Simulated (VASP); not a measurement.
Band structure of ZnH$_{2}$O$_{2}$ (space group P-3m1). Level of theory: LDA (Ceperley-Alder, Perdew-Zunger), VASP's LDA PAW potentials (set 64) (plane waves; VASP).

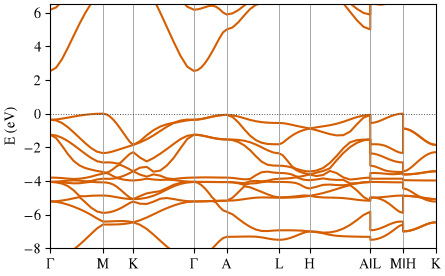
Fig. 1. Bands along high-symmetry lines, zero at the valence-band maximum or, without a gap, the Fermi level

**Question.** Read the plot: is there a gap, and where are the band edges?

**Answer.** The gap is indirect, 2.53 eV, from the valence maximum at M to the conduction minimum at Γ. (Edges off the drawn lines would not show.)

The structure comes from a computed database's ZnH2O2 entry (P-3m1); how it stands against other phases isn't given here. It was relaxed first, which changed the volume by -9 %.
